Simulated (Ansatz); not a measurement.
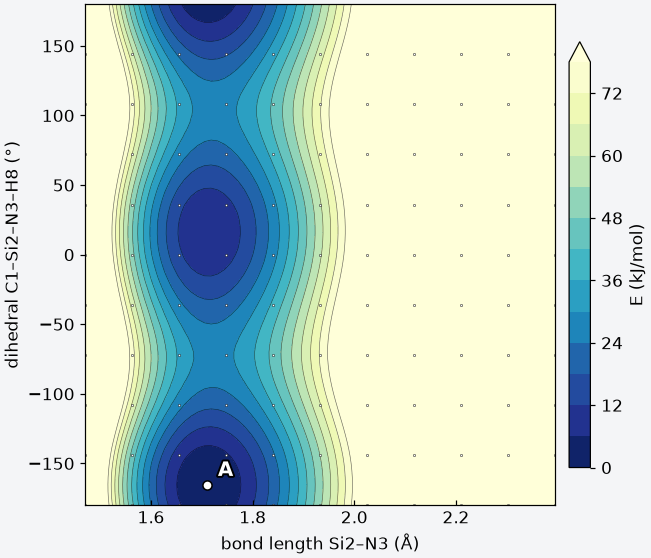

CH₅FNSi, SMILES [CH2][SiH](N)F, spin multiplicity 2. Coordinates scanned: (1) bond length Si2–N3; (2) dihedral C1–Si2–N3–H8. Nothing is relaxed (all other coordinates rigid). The grid has 11 × 10 points. Points are written as (first, second). Energies: kJ/mol, counted from the relaxed molecule at the same level. The calculation used Ansatz 0.2.0, UKS PBE0-D4/def2-SVP.

Drawn: filled contours, dots at the grid points, one colour for all values above the top of the scale, the well A. Between grid points the surface is interpolated.

**Estimate the position of the minimum and the force constants in these coordinates. Take the well at A.**

The interpolated minimum is at bond length Si2–N3 ≈ 1.711 Å, dihedral C1–Si2–N3–H8 ≈ −166°. The curvatures there are about 31 eV/Å² and 0.53 eV/rad², with a cross term of about 0 eV/(Å·rad). Round the minimum the two coordinates are nearly uncoupled. (1 eV is 96.5 kJ/mol.)
